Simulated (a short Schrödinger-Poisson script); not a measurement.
Structure: symmetric double-gate stack, SiO2 on p-type Si(100), at 400 K.

```tsv
layer	material	thickness (nm)	Na (cm⁻³)
1	SiO2	3.6	-
2	Si	20	5e17
3	SiO2	3.6	-
```

Constants are typed, rounded textbook-type inputs, not results; the design itself was drawn at random and stands for no fabricated device. SiO2: permittivity 3.9, conduction-band edge (eV) 3.15, gap (eV) 9, electron mass (mₑ) 0.5. Si: permittivity 11.7, conduction-band edge (eV) 0, gap (eV) 1.124, Nv at 300 K (cm⁻³) 3.1e19.

Channel valleys (confinement mass, in-plane density-of-states mass, number): Δ2 0.916, 0.19, 2; Δ4 0.19, 0.417, 4. At the gates, both at one voltage, the conduction-band edge of layer 1 lies 3.4 eV − eVg above the Fermi level of the channel. Gaps are held at their typed values at every temperature. Mesh 0.03 nm at interfaces.

From a short Schrödinger-Poisson script (our own, NumPy): 1D Poisson equation in equilibrium, electrons quantum, Hartree (BenDaniel-Duke, 12 states a valley, the channel's in-plane mass for all, wave functions free to enter the dielectric), parabolic valleys, classical holes, full ionisation, no traps, pinning or gate leakage.

Only gate voltages with over 1e8 electrons/cm² are shown.

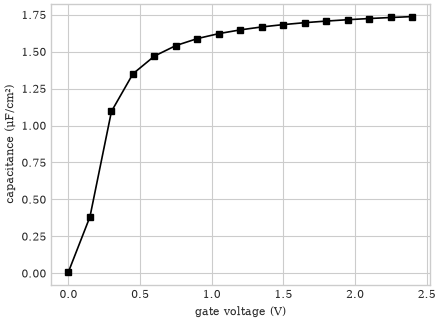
Figure. Quasi-static capacitance against gate voltage

```csv
Vg (V),electrons (cm⁻²),C (μF/cm²),Δ2 E0 (meV),Δ2 E1 (meV),Δ4 E0 (meV),Δ4 E1 (meV)
0,2.01e9,0.00942,360.9,361.0,370.1,377.7
0.15,1.10e11,0.382,222.1,222.2,232.4,239.5
0.3,8.49e11,1.10,146.7,146.7,163.8,168.1
0.45,2.01e12,1.35,110.1,110.1,135.3,137.5
0.6,3.34e12,1.47,86.6,86.6,118.4,119.5
0.75,4.75e12,1.54,69.2,69.2,106.5,107.2
0.9,6.21e12,1.59,55.6,55.6,97.5,98.0
1.05,7.72e12,1.62,44.2,44.2,90.3,90.6
1.2,9.25e12,1.65,34.5,34.5,84.3,84.5
1.35,1.08e13,1.67,26.0,26.0,79.2,79.3
1.5,1.24e13,1.68,18.4,18.4,74.7,74.8
1.65,1.40e13,1.70,11.5,11.5,70.7,70.8
1.8,1.55e13,1.71,5.2,5.2,67.1,67.1
1.95,1.71e13,1.72,-0.7,-0.7,63.7,63.8
2.1,1.88e13,1.72,-6.2,-6.2,60.7,60.7
2.25,2.04e13,1.73,-11.4,-11.4,57.8,57.9
2.4,2.20e13,1.74,-16.4,-16.4,55.1,55.2
```

Subbands count from the Fermi level. The capacitance is that of both gates.
